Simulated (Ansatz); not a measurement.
```yaml
crystal:
  lattice:
    - [6.87260, -3.96790, -0.00302]
    - [6.88204, 11.92005, 0.00000]
    - [-0.00238, 0.00138, 7.24018]
  atoms:
    - { symbol: Mg, position: [0.32951, 0.00000, 0.63048] }
    - { symbol: Mg, position: [0.82951, 0.50000, 0.63048] }
    - { symbol: Mg, position: [0.83488, 0.16818, 0.63117] }
    - { symbol: Mg, position: [0.33488, 0.66818, 0.63117] }
    - { symbol: Mg, position: [0.33488, 0.33182, 0.63117] }
    - { symbol: Mg, position: [0.83488, 0.83182, 0.63117] }
    - { symbol: Mg, position: [0.67049, 0.00000, 0.36952] }
    - { symbol: Mg, position: [0.17049, 0.50000, 0.36952] }
    - { symbol: Mg, position: [0.16512, 0.16818, 0.36883] }
    - { symbol: Mg, position: [0.66512, 0.66818, 0.36883] }
    - { symbol: Mg, position: [0.66512, 0.33182, 0.36883] }
    - { symbol: Mg, position: [0.16512, 0.83182, 0.36883] }
    - { symbol: Mg, position: [0.00000, 0.32436, 0.00000] }
    - { symbol: Mg, position: [0.50000, 0.82436, 0.00000] }
    - { symbol: Mg, position: [0.00000, 0.00000, 0.00000] }
    - { symbol: Mg, position: [0.50000, 0.50000, 0.00000] }
    - { symbol: Mg, position: [0.50000, 0.17564, 0.00000] }
    - { symbol: Mg, position: [0.00000, 0.67564, 0.00000] }
    - { symbol: Bi, position: [0.33415, 0.00000, 0.21592] }
    - { symbol: Bi, position: [0.83415, 0.50000, 0.21592] }
    - { symbol: Sb, position: [0.83278, 0.16655, 0.22568] }
    - { symbol: Sb, position: [0.33278, 0.66655, 0.22568] }
    - { symbol: Sb, position: [0.33278, 0.33345, 0.22568] }
    - { symbol: Sb, position: [0.83278, 0.83345, 0.22568] }
    - { symbol: Bi, position: [0.66585, 0.00000, 0.78408] }
    - { symbol: Bi, position: [0.16585, 0.50000, 0.78408] }
    - { symbol: Sb, position: [0.16722, 0.16655, 0.77432] }
    - { symbol: Sb, position: [0.66722, 0.66655, 0.77432] }
    - { symbol: Sb, position: [0.66722, 0.33345, 0.77432] }
    - { symbol: Sb, position: [0.16722, 0.83345, 0.77432] }
```

Space group C2/m; a generated structure, not necessarily the stable one.

The calculation used Ansatz, DFT PBEsol, scalar-relativistic, plane waves, PAW.

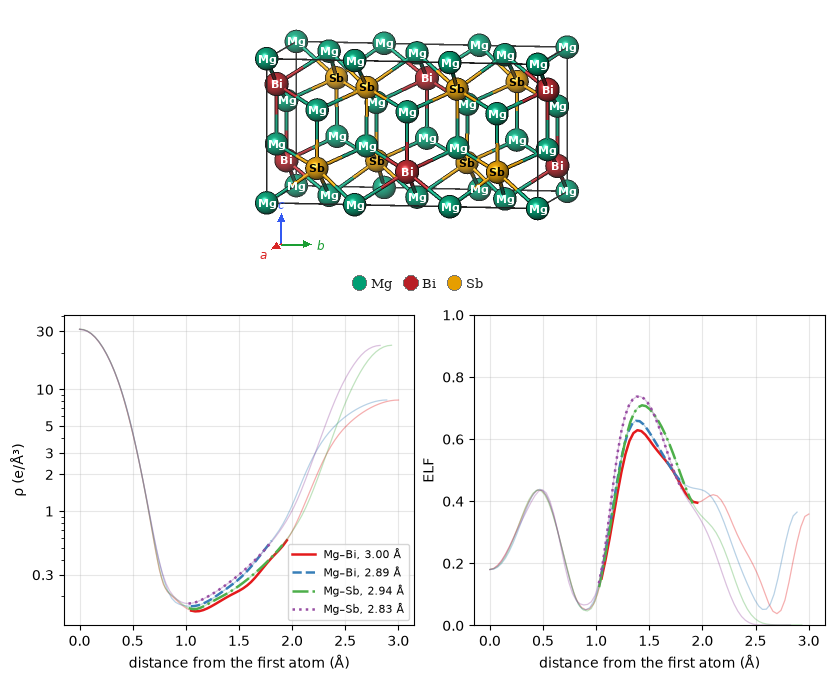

Mg9Bi2Sb4. Valence electron density and electron localisation function along straight lines between neighbouring atoms. Thin, pale parts lie inside the atomic spheres. The structure is drawn too.

The density is the valence pseudo-density of a PAW calculation; it isn't the true density close to the nuclei.

**What can be read from the curves?**

Mg–Bi (3.00 Å): ρ at the midpoint is about 0.22 e/Å³, with its minimum of 0.15 e/Å³ about 1.1 Å from Mg; the ELF peaks at about 0.65 in the valence shell of Bi, 1.6 Å from its nucleus, and is about 0.60 at the midpoint.
Mg–Bi (2.89 Å): ρ is about 0.25 e/Å³ halfway; the ELF peaks at about 0.65 in the valence shell of Bi, 1.5 Å from its nucleus, and is about 0.65 at the midpoint.
Mg–Sb (2.94 Å): ρ at the midpoint is about 0.23 e/Å³, with its minimum of 0.16 e/Å³ about 1.1 Å from Mg; the ELF peaks at about 0.70 in the valence shell of Sb, 1.5 Å from its nucleus, and is about 0.70 at the midpoint.
Mg–Sb (2.83 Å): ρ is about 0.26 e/Å³ halfway; the ELF peaks at about 0.75 in the valence shell of Sb, 1.4 Å from its nucleus, and is about 0.75 at the midpoint.
